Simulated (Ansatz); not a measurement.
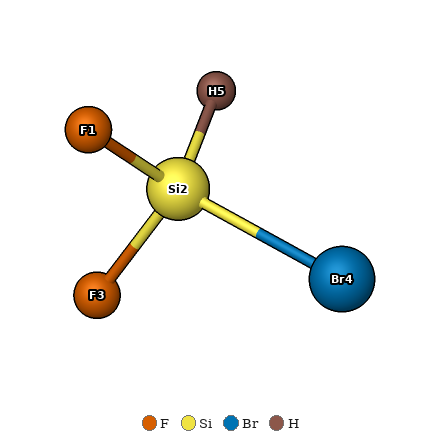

The system is BrF₂HSi (SMILES F[SiH](F)Br) with the probe F-; the picture shows it without the atoms that are moved over the map. The probe is moved over the molecule's main plane. The first coordinate is: x of the probe's F atom; the second: y of the probe's F atom. Nothing is relaxed (molecule and probe rigid). Grid: 13 × 11 points; 63 points were computed and 56 follow by symmetry. At 24 points there is no value (left out of the scan, as a rule where atoms come close). Energies are in kJ/mol, from molecule and probe far apart, each relaxed in its own basis (no counterpoise correction). Computed with RHF/def2-SVPD (Ansatz).

Range: x of the probe's F atom from −4.8 to 4.8 Å; y of the probe's F atom from −4.0 to 4.0 Å.

### Predict the map.

The lowest grid point is at x of the probe's F atom = −4.8 Å, y of the probe's F atom = 0.0 Å [nearest 1 Br at 2.86 Å], −40 kJ/mol from molecule and probe far apart, each relaxed in its own basis (no counterpoise correction). It lies on the edge of the grid, but the force there points inwards, so the minimum lies inside the range. The highest grid point, x of the probe's F atom = 0.8 Å, y of the probe's F atom = −2.4 Å [nearest 1 F at 1.14 Å], lies 1791 kJ/mol above the lowest.

| y of the probe's F atom ↓, x of the probe's F atom → | −4.8 | −4.0 | −3.2 | −2.4 | −1.6 | −0.8 | 0.0 | 0.8 | 1.6 | 2.4 | 3.2 | 4.0 | 4.8 |
| --- | --- | --- | --- | --- | --- | --- | --- | --- | --- | --- | --- | --- | --- |
| 4.0 | −6 | −7 | −8 | −8 | −8 | −6 | 1 | 9 | 10 | 7 | 5 | 4 | 3 |
| 3.2 | −10 | −12 | −14 | −15 | −17 | −8 | 45 | 112 | 74 | 23 | 7 | 4 | 2 |
| 2.4 | −16 | −20 | −12 | 15 | 15 | 50 | 738 | 1751 | 1000 | 129 | 12 | 2 | 1 |
| 1.6 | −26 | −23 | 109 | 487 | 547 | 403 | – | – | – | 450 | 18 | −2 | −1 |
| 0.8 | −36 | 2 | 671 | – | – | – | – | – | – | 375 | 1 | −8 | −3 |
| 0.0 | −40 | 27 | – | – | – | – | – | – | 1324 | 102 | −16 | −11 | −4 |
| −0.8 | −36 | 2 | 671 | – | – | – | – | – | – | 375 | 1 | −8 | −3 |
| −1.6 | −26 | −23 | 109 | 487 | 547 | 403 | – | – | – | 450 | 18 | −2 | −1 |
| −2.4 | −16 | −20 | −12 | 15 | 15 | 50 | 738 | 1751 | 1000 | 129 | 12 | 2 | 1 |
| −3.2 | −10 | −12 | −14 | −15 | −17 | −8 | 45 | 112 | 74 | 23 | 7 | 4 | 2 |
| −4.0 | −6 | −7 | −8 | −8 | −8 | −6 | 1 | 9 | 10 | 7 | 5 | 4 | 3 |

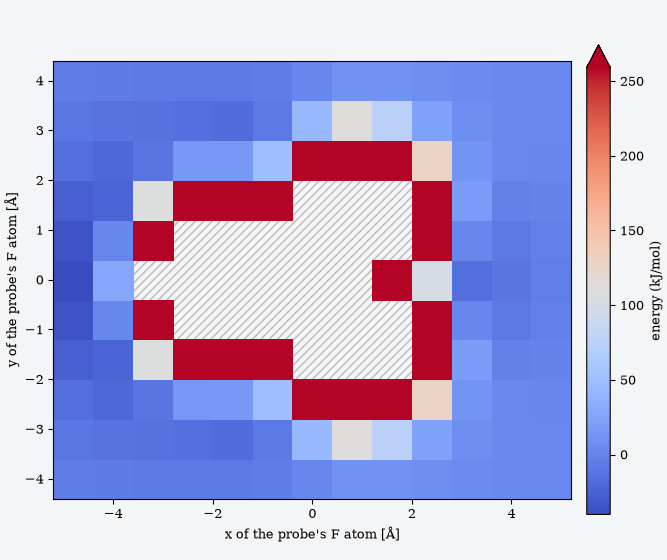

The picture shows one coloured cell a grid point, one colour for all values above the top of the scale, hatched blanks where no value was computed.

Each point was launched as `ansatz run input.yaml --threads 1 --pin off --max-ram 2560MiB --backend cpu --events-out ev --progress --plain --runs-dir out`. Time for the 63 points that were run: 5.4 min on 1 thread of Intel(R) Xeon(R) Platinum 8488C (Sapphire Rapids) (shared host).
